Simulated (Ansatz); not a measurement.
**C2H8ClGa: nudged elastic band (part 1 of 2)**

C2H8ClGa, computed with RHF/def2-mTZVP (Ansatz 0.2.0).

One setting was made poor on purpose. It belongs to a series of runs on one base structure; here: band between the two ends. Figures and captions count atoms from 1; the log counts them from 0 in places.

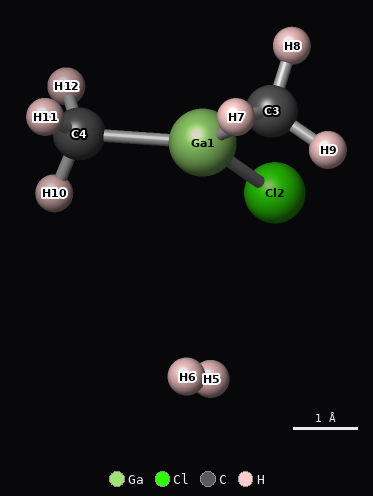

Figure 1. The starting structure (ball-and-stick view, seen at a tilt; atoms are numbered from 1 in the order of the input). Sticks mark near contacts. Bond lengths as drawn: Cl–Ga 2.20 Å, C–Ga 1.98 Å, C–H 1.08 to 1.09 Å and H–H 0.73 Å.

Key numbers

| quantity | value |
| --- | --- |
| outcome | converged |
| barrier, forward | 2.057 eV |
| barrier, backward | 0.740 eV |
| hardware | 2 threads of Arm Neoverse V1, 24 GiB of memory available, shared host |
| wall time | 2.3 min (CPU time 4.3 min) |
| peak memory | 0.29 GiB |

Remarks

A deliberately poor setting: loose force. The order of the saddle point was not checked.

Input file
```yaml
crystal:
  periodic: [false, false, false]
  atoms:
    - { symbol: Ga, position_ang: [-0.706499, 0.005509, -0.093691] }
    - { symbol: Cl, position_ang: [-1.877426, -1.825439, 0.23105] }
    - { symbol: C, position_ang: [-0.020043, 0.243833, -1.932939] }
    - { symbol: C, position_ang: [-0.541791, 1.166372, 1.498862] }
    - { symbol: H, position_ang: [1.91995, -2.55474, 0.895372] }
    - { symbol: H, position_ang: [2.484546, -2.090954, 0.844499] }
    - { symbol: H, position_ang: [0.89653, 0.821649, -1.948714] }
    - { symbol: H, position_ang: [-0.750694, 0.776357, -2.534078] }
    - { symbol: H, position_ang: [0.161404, -0.709546, -2.411802] }
    - { symbol: H, position_ang: [-0.202689, 0.595982, 2.355471] }
    - { symbol: H, position_ang: [0.145934, 1.987415, 1.338566] }
    - { symbol: H, position_ang: [-1.509223, 1.583561, 1.757402] }
basis:
  gaussian: { orbitals: def2-mTZVP }
hamiltonian:
  xc: hf
neb:
  order_check: false
  images: 9
  f_tol: 0.2
  max_iterations: 60
  final_atoms:
    - { symbol: Ga, position_ang: [0.59663828, 0.15688959, 0.04598581] }
    - { symbol: Cl, position_ang: [-0.93109927, -2.80058287, 0.61451136] }
    - { symbol: C, position_ang: [0.1270369, 0.31319753, -1.88643595] }
    - { symbol: C, position_ang: [-0.36916997, 1.16819571, 1.46776675] }
    - { symbol: H, position_ang: [0.21330711, -3.30236214, 0.89397738] }
    - { symbol: H, position_ang: [1.87754825, -0.7089571, 0.44576973] }
    - { symbol: H, position_ang: [0.90543236, 0.84843417, -2.42381377] }
    - { symbol: H, position_ang: [-0.80542939, 0.84183793, -2.04770274] }
    - { symbol: H, position_ang: [0.0431892, -0.66422519, -2.35017838] }
    - { symbol: H, position_ang: [-0.30805516, 0.67939782, 2.43292971] }
    - { symbol: H, position_ang: [0.06710921, 2.15787114, 1.5820571] }
    - { symbol: H, position_ang: [-1.41650851, 1.31030243, 1.22513101] }
  initial_path:
    images:
      - { positions_ang: [[-0.706499, 0.005509, -0.093691], [-1.877426, -1.825439, 0.23105], [-0.020043, 0.243833, -1.932939], [-0.541791, 1.166372, 1.498862], [1.91995, -2.55474, 0.895372], [2.484546, -2.090954, 0.844499], [0.89653, 0.821649, -1.948714], [-0.750694, 0.776357, -2.534078], [0.161404, -0.709546, -2.411802], [-0.202689, 0.595982, 2.355471], [0.145934, 1.987415, 1.338566], [-1.509223, 1.583561, 1.757402]] }
      - { positions_ang: [[-0.57286096, 0.01095621, -0.07517639], [-1.71589716, -1.92441753, 0.28083558], [0.02082926, 0.21947863, -1.95033087], [-0.51169503, 1.15590385, 1.53575645], [1.66356288, -2.424155, 0.82500759], [2.2684092, -1.93185207, 0.77323687], [0.93455077, 0.79087137, -2.01999372], [-0.73577318, 0.74062927, -2.52691887], [0.18161095, -0.7487826, -2.40617442], [-0.17823075, 0.57909744, 2.39254139], [0.1454362, 2.00298125, 1.41059585], [-1.49994319, 1.52928819, 1.76061855]] }
      - { positions_ang: [[-0.43922292, 0.01640341, -0.05666177], [-1.55436831, -2.02339606, 0.33062116], [0.06170152, 0.19512426, -1.96772275], [-0.48159905, 1.1454357, 1.5726509], [1.40717576, -2.29357, 0.75464318], [2.05227239, -1.77275013, 0.70197473], [0.97257154, 0.76009373, -2.09127344], [-0.72085236, 0.70490154, -2.51975975], [0.20181791, -0.78801919, -2.40054683], [-0.1537725, 0.56221288, 2.42961179], [0.1449384, 2.0185475, 1.48262569], [-1.49066337, 1.47501538, 1.7638351]] }
      - { positions_ang: [[-0.30558489, 0.02185062, -0.03814716], [-1.39283947, -2.12237459, 0.38040674], [0.10257378, 0.17076989, -1.98511462], [-0.45150308, 1.13496754, 1.60954536], [1.15078864, -2.162985, 0.68427876], [1.83613559, -1.6136482, 0.6307126], [1.0105923, 0.7293161, -2.16255316], [-0.70593154, 0.66917381, -2.51260062], [0.22202486, -0.82725579, -2.39491925], [-0.12931425, 0.54532832, 2.46668218], [0.14444061, 2.03411374, 1.55465554], [-1.48138356, 1.42074257, 1.76705165]] }
      - { positions_ang: [[-0.17194685, 0.02729782, -0.01963255], [-1.23131062, -2.22135313, 0.43019231], [0.14344605, 0.14641552, -2.00250649], [-0.42140711, 1.12449939, 1.64643981], [0.89440152, -2.0324, 0.61391435], [1.61999878, -1.45454627, 0.55945046], [1.04861307, 0.69853846, -2.23383288], [-0.69101072, 0.63344608, -2.5054415], [0.24223181, -0.86649239, -2.38929166], [-0.104856, 0.52844376, 2.50375257], [0.14394281, 2.04967999, 1.62668538], [-1.47210374, 1.36646976, 1.77026819]] }
      - { positions_ang: [[-0.03830881, 0.03274503, -0.00111793], [-1.06978178, -2.32033166, 0.47997789], [0.18431831, 0.12206115, -2.01989837], [-0.39131114, 1.11403124, 1.68333426], [0.6380144, -1.901815, 0.54354994], [1.40386198, -1.29544434, 0.48818833], [1.08663384, 0.66776083, -2.3051126], [-0.6760899, 0.59771835, -2.49828237], [0.26243877, -0.90572898, -2.38366408], [-0.08039775, 0.5115592, 2.54082296], [0.14344501, 2.06524624, 1.69871523], [-1.46282393, 1.31219695, 1.77348474]] }
      - { positions_ang: [[0.08868061, 0.05757394, 0.00830282], [-1.04204527, -2.4163819, 0.50688459], [0.17286203, 0.16028843, -1.99320589], [-0.3868829, 1.12486413, 1.64022076], [0.55307294, -2.18192443, 0.61363543], [1.49859923, -1.17814689, 0.47970461], [1.05039354, 0.7038955, -2.32885283], [-0.7019578, 0.64654226, -2.40816645], [0.21858885, -0.85742822, -2.37696694], [-0.12592923, 0.54512692, 2.51924431], [0.12817785, 2.08377122, 1.6753836], [-1.45356084, 1.31181805, 1.663814]] }
      - { positions_ang: [[0.21567003, 0.08240285, 0.01772357], [-1.01430877, -2.51243214, 0.53379128], [0.16140574, 0.1985157, -1.9665134], [-0.38245467, 1.13569703, 1.59710726], [0.46813148, -2.46203386, 0.68372091], [1.59333649, -1.06084944, 0.47122089], [1.01415325, 0.74003016, -2.35259307], [-0.7278257, 0.69536618, -2.31805052], [0.17473894, -0.80912747, -2.3702698], [-0.17146071, 0.57869465, 2.49766566], [0.11291069, 2.1022962, 1.65205198], [-1.44429776, 1.31143914, 1.55414325]] }
      - { positions_ang: [[0.34265944, 0.10723176, 0.02714431], [-0.98657227, -2.60848239, 0.56069797], [0.14994946, 0.23674298, -1.93982092], [-0.37802643, 1.14652992, 1.55399375], [0.38319003, -2.74214328, 0.7538064], [1.68807374, -0.943552, 0.46273717], [0.97791295, 0.77616483, -2.3763333], [-0.7536936, 0.7441901, -2.2279346], [0.13088903, -0.76082671, -2.36357266], [-0.2169922, 0.61226237, 2.47608701], [0.09764353, 2.12082118, 1.62872035], [-1.43503468, 1.31106024, 1.4444725]] }
      - { positions_ang: [[0.46964886, 0.13206068, 0.03656506], [-0.95883577, -2.70453263, 0.58760466], [0.13849318, 0.27497026, -1.91312844], [-0.3735982, 1.15736282, 1.51088025], [0.29824857, -3.02225271, 0.82389189], [1.782811, -0.82625455, 0.45425345], [0.94167265, 0.8122995, -2.40007353], [-0.77956149, 0.79301402, -2.13781867], [0.08703912, -0.71252595, -2.35687552], [-0.26252368, 0.64583009, 2.45450836], [0.08237637, 2.13934616, 1.60538873], [-1.4257716, 1.31068133, 1.33480176]] }
      - { positions_ang: [[0.59663828, 0.15688959, 0.04598581], [-0.93109927, -2.80058287, 0.61451136], [0.1270369, 0.31319753, -1.88643595], [-0.36916997, 1.16819571, 1.46776675], [0.21330711, -3.30236214, 0.89397738], [1.87754825, -0.7089571, 0.44576973], [0.90543236, 0.84843417, -2.42381377], [-0.80542939, 0.84183793, -2.04770274], [0.0431892, -0.66422519, -2.35017838], [-0.30805516, 0.67939782, 2.43292971], [0.06710921, 2.15787114, 1.5820571], [-1.41650851, 1.31030243, 1.22513101]] }
```

Run as:
```bash
ansatz run input.yaml --threads 2 --pin off --max-ram 3072MiB --backend cpu --events-out ev --progress --plain --runs-dir out
```

Log
```
Engine: ansatz 0.2.0, aarch64-unknown-linux-gnu
Functional definition: HF
  exchange = exact_x
  correlation = 0
1232 factors; integrals over basis functions are off by at most 5.8e-4 eV
mean field evaluation 1: about -67023.8763 eV, gradient 3.5e1 eV
mean field evaluation 2: about -67024.0022 eV, gradient 3.5e1 eV
mean field evaluation 4: about -67027.1108 eV, gradient 4.0e0 eV
mean field evaluation 8: about -67027.1478 eV, gradient 2.1e-1 eV
mean field -67027.14797650 eV, -2463.2022555036 hartree, gradient 2.2e-5 eV, S^2 0.000000; 0 other end points of the search recorded, 0 dependent functions left out
the calculation of the forces begins
reference -67027.14797650 eV, -2463.2022555036 hartree; 34, 34 occupied and 86, 86 virtual orbitals, 1232 factors
1231 factors; integrals over basis functions are off by at most 7.7e-4 eV
mean field evaluation 16: about -67025.7872 eV, gradient 3.6e0 eV
mean field -67025.83118502 eV, -2463.1538643092 hartree, gradient 2.7e-5 eV, S^2 0.000000; 0 other end points of the search recorded, 0 dependent functions left out
[... from here on the field's lines of each further geometry are left out, up to the last ...]
NEB iter   1: max|band force component| = 3.280e0 eV/Å  barrier→ = 2.6260 eV  barrier← = 1.3092 eV  Δτ_max = 0.2000 Å  (378 SCF iters)
NEB iter   2: max|band force component| = 2.970e0 eV/Å  barrier→ = 2.0997 eV  barrier← = 0.7829 eV  Δτ_max = 0.2000 Å  (284 SCF iters)
NEB iter   3: max|band force component| = 8.589e-1 eV/Å  barrier→ = 2.1029 eV  barrier← = 0.7861 eV  Δτ_max = 0.2000 Å  (276 SCF iters)
NEB iter   4: max|band force component| = 5.829e-1 eV/Å  barrier→ = 2.1183 eV  barrier← = 0.8015 eV  Δτ_max = 0.1343 Å  (278 SCF iters)
NEB iter   5: max|band force component| = 3.860e-1 eV/Å  barrier→ = 2.0697 eV  barrier← = 0.7529 eV  CI = image 6  Δτ_max = 0.1257 Å  (276 SCF iters)
the calculation of the forces begins
reference -67025.81279331 eV, -2463.1531884264 hartree; 34, 34 occupied and 86, 86 virtual orbitals, 1231 factors
1232 factors; integrals over basis functions are off by at most 6.9e-4 eV
mean field evaluation 576: about -67025.0909 eV, gradient 1.9e-5 eV
mean field -67025.09087063 eV, -2463.1266582573 hartree, gradient 2.4e-5 eV, S^2 0.000000; 1 other end points of the search recorded, 0 dependent functions left out
the calculation of the forces begins
reference -67025.09087063 eV, -2463.1266582573 hartree; 34, 34 occupied and 86, 86 virtual orbitals, 1232 factors
NEB iter   6: max|band force component| = 1.523e-1 eV/Å  barrier→ = 2.0571 eV  barrier← = 0.7403 eV  CI = image 6  Δτ_max = 0.0000 Å  (605 SCF iters)
```

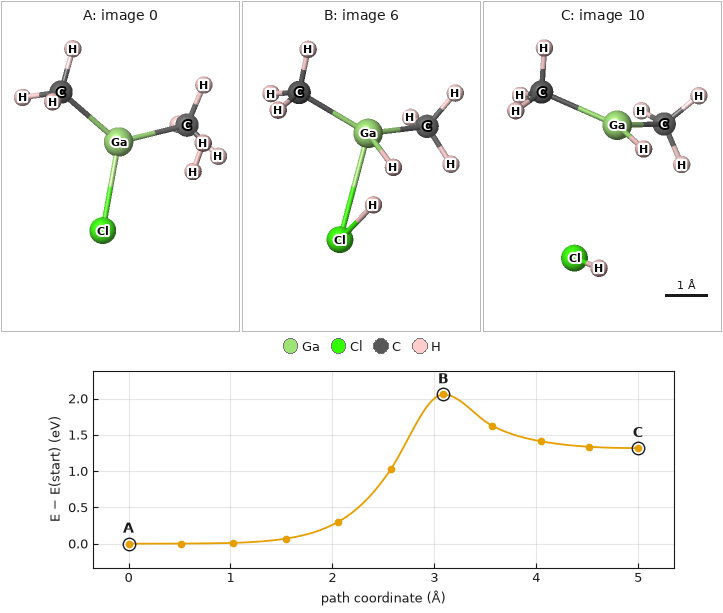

Figure 2. Images of the last band (counted from 0; ball-and-stick, seen at a tilt) above the energy along the path; the line is a cubic interpolation that uses the forces. The highest image is number 6, 2.057 eV above the start and 0.740 eV above the end (the climbing image); the end lies 1.317 eV above the start. The path is 5.00 Å long. The band converged in 6 iterations.
